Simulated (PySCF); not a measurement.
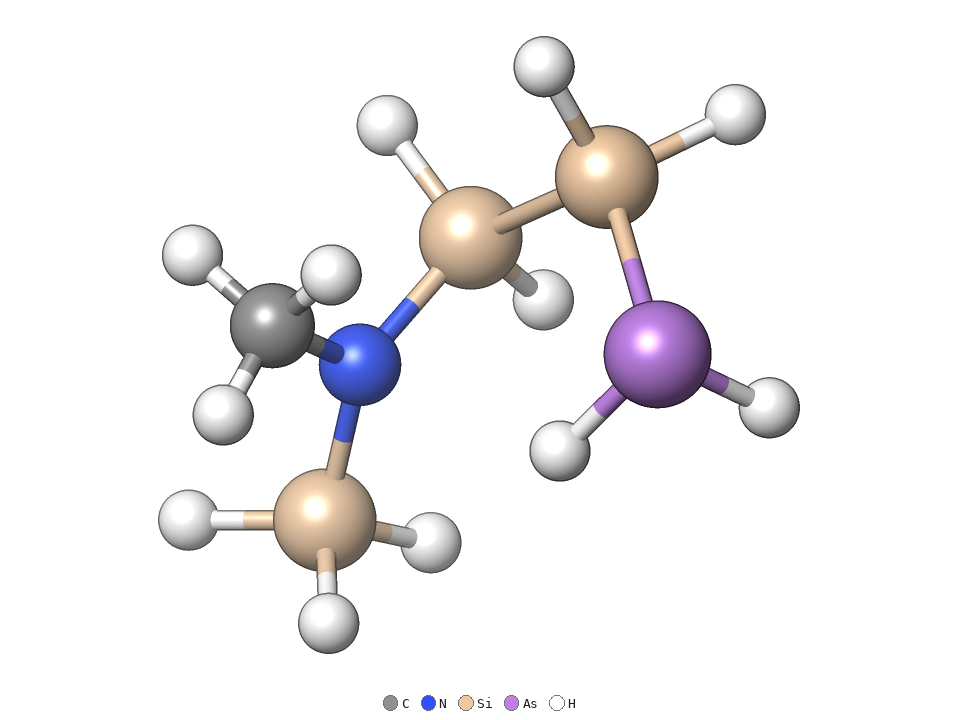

The geometry was computed by an optimisation with GFN2-xTB. No frequency run is at hand to confirm it as a minimum. Method: CAM-B3LYP/def2-SVPD, gas phase (PySCF 2.14.0). Excitations: vertical, linear response.

Predict the main results.

The species is CH12AsNSi3 (`CN([SiH3])[SiH2][SiH2][AsH2]`).
- dipole moment: 0.54 D
- HOMO energy (Kohn–Sham orbital): −8.10 eV
- LUMO energy (Kohn–Sham orbital): 0.35 eV
- HOMO–LUMO gap: 8.44 eV
- mean static polarisability: 134.8 bohr³
- lowest vertical singlet excitation: 5.41 eV
- its oscillator strength: 0.022
- brightest of the 8 lowest singlets: 6.07 eV
- its oscillator strength: 0.13

The geometry is semi-empirical. Around As, Si such bond lengths and angles can be off by a tenth of an ångström or more and by several degrees, and values that hang on the shape move with them.
